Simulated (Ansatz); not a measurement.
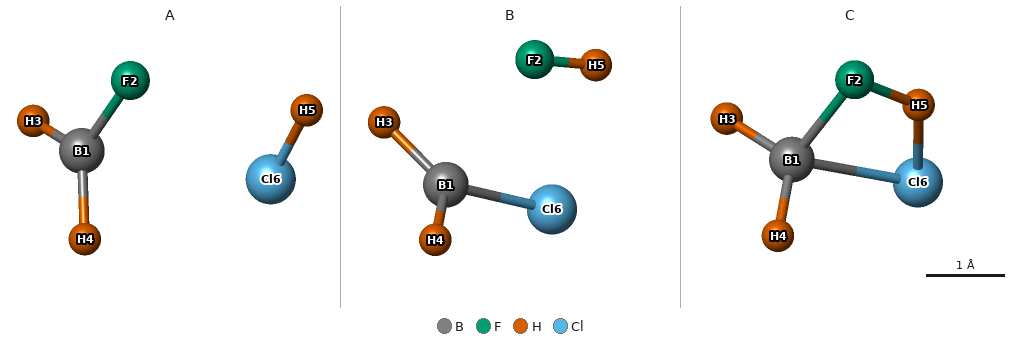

Three geometries of BH₃ClF: a saddle point and the two minima that it joins, in shuffled order. Style: ball-and-stick. Shown from a free direction. Sticks join atoms that are closer than about 1.2 times the sum of their covalent radii (a little more with hydrogen).

Stationary points at PBE0-D4/def2-TZVP, single-point energies with CCSD(T)/CBS, B97M-V, B2PLYP, PBE0-D4, B3LYP-D4, wB97M-V (def2-TZVPP where no basis is named; Ansatz 0.2.0). The energies are electronic, without zero-point or thermal terms, and both ends are the minima reached downhill from the saddle, with any fragments still in contact. CCSD(T)/CBS stands for a frozen-core estimate: MP2 correlation extrapolated from def2-TZVPP and def2-QZVPP, CCSD(T) minus MP2 from the smaller set.

Which frame is the transition state, what reaction does it lead through, and what barrier is to be expected?

Frame C is the saddle point. Counted by bonded pieces, A holds BH₂F + HCl and B holds BH₂Cl + HF. From A over the saddle to B, bonds form: B1–Cl6 (2.97 → 2.02 → 1.76 Å), F2–H5 (2.80 → 1.19 → 0.93 Å). Bonds break: B1–F2 (1.33 → 1.53 → 2.36 Å), H5–Cl6 (1.28 → 1.53 → 2.70 Å). The saddle has one imaginary mode, 879i cm⁻¹. With CCSD(T)/CBS the barrier is 23.3 kcal/mol from A and 13.2 kcal/mol from B, and B lies 10.1 kcal/mol above A.

```tsv
level	barrier from A (kcal/mol)	barrier from B (kcal/mol)	B less A (kcal/mol)
CCSD(T)/CBS	23.3	13.2	10.1
B97M-V	23.8	12.6	11.2
B2PLYP	23.6	12.1	11.5
PBE0-D4	18.6	8.9	9.7
B3LYP-D4	23.3	11.4	11.8
wB97M-V	21.7	11.0	10.8
```

Against CCSD(T)/CBS, B3LYP-D4 comes closest on the barrier from A (0.0 kcal/mol) and PBE0-D4 misses most (−4.7 kcal/mol).

Limits of the set-up: the start holds two separate molecules, 2.8 Å apart at their closest, whose relative position is a soft coordinate.
